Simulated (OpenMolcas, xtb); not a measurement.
## A ladder of methods for SbH3 (stibine)

SbH3 has 4 atoms, charge 0, and is taken as a singlet. As SMILES, `[SbH3]`. The coordinates come from a PBE0-D4/def2-TZVP relaxation.

Quantity: the HOMO–LUMO gap, in eV. The values are calculated.

```json
{"level": "GFN1-xTB", "kind": "semi-empirical", "program": "xtb", "value (eV)": "6.01", "CPU time": "under 2 s"}
{"level": "HF/def2-TZVPP (core potential)", "kind": "Hartree–Fock", "program": "OpenMolcas", "value (eV)": "12.33", "CPU time": "5.3 s"}
{"level": "SVWN5/def2-TZVPP (core potential)", "kind": "LDA", "program": "OpenMolcas", "value (eV)": "5.63", "CPU time": "9.5 s"}
{"level": "BLYP/def2-TZVPP (core potential)", "kind": "GGA", "program": "OpenMolcas", "value (eV)": "5.58", "CPU time": "13 s"}
{"level": "r2SCAN/def2-TZVPP (core potential)", "kind": "meta-GGA", "program": "OpenMolcas", "value (eV)": "6.14", "CPU time": "15 s"}
{"level": "PBE0/def2-TZVPP (core potential)", "kind": "global hybrid", "program": "OpenMolcas", "value (eV)": "7.40", "CPU time": "11 s"}
{"level": "B2PLYP/def2-TZVPP (core potential)", "kind": "double hybrid", "program": "OpenMolcas", "value (eV)": "9.24", "CPU time": "9.4 s"}
```

The values span 5.58 to 12.33 eV. Orbital gaps aren't excitation energies, and those of double hybrids come from the SCF part alone; they tend to grow with the share of exact exchange. CPU times are rough (shared hosts, several kinds of processor): they show what a rung costs within a factor of a few.

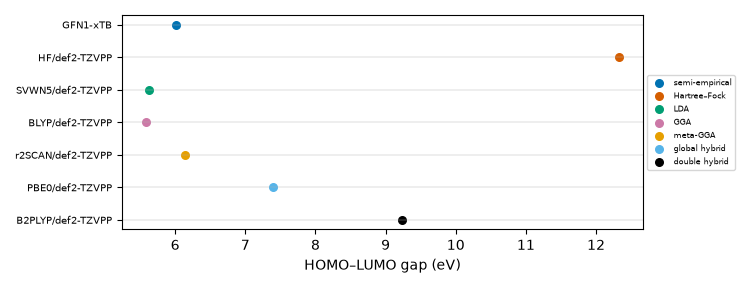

The values of the table, level by level.
